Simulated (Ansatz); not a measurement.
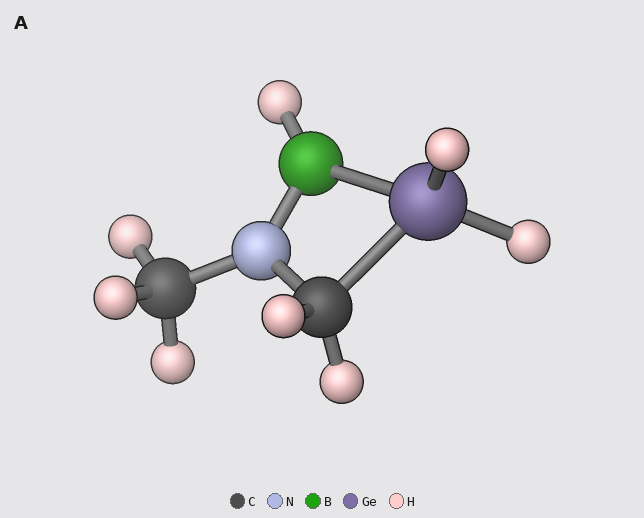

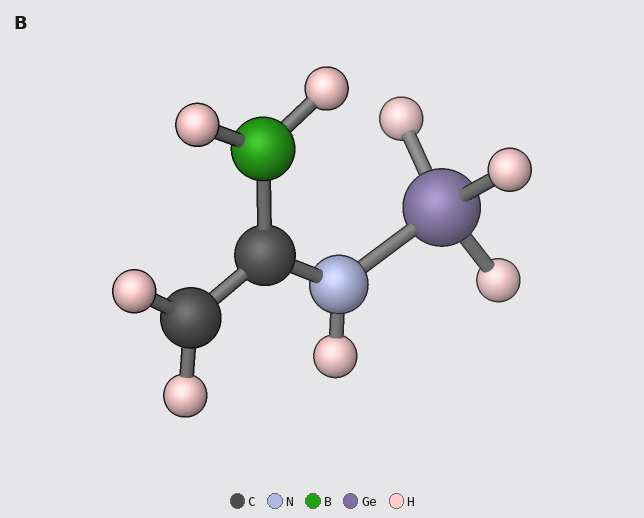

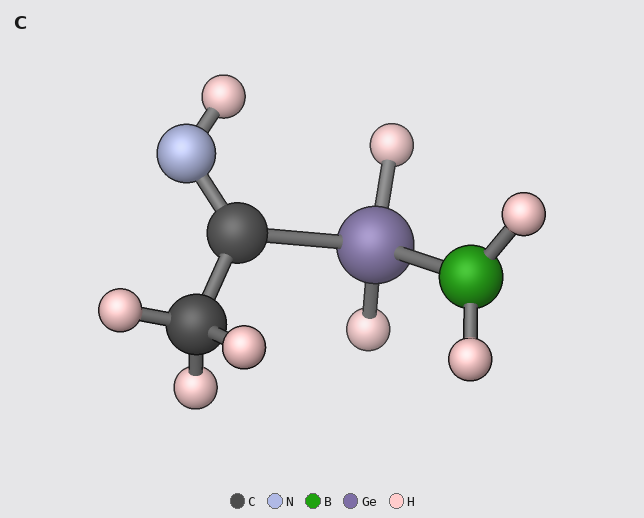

3 stationary structures of one formula. Geometries: PBE-D4/def2-SVP. Electronic energies: PBE-D4/def2-SVP (Ansatz 0.2.0), without zero-point energy. No frequency run is at hand to confirm each as a minimum. Each is one conformer, not always the lowest.

### How are they related?

They are constitutional isomers of C2H8BGeN: A `CN1[BH][GeH2][CH2]1`, B `BC(=C)[NH][GeH3]`, C `[H]/N=[C](/C)[GeH2][BH2]`.

### Which is lowest in energy, and by how much?

A is lowest; B lies 1.210 eV above it, C lies 1.733 eV above it.
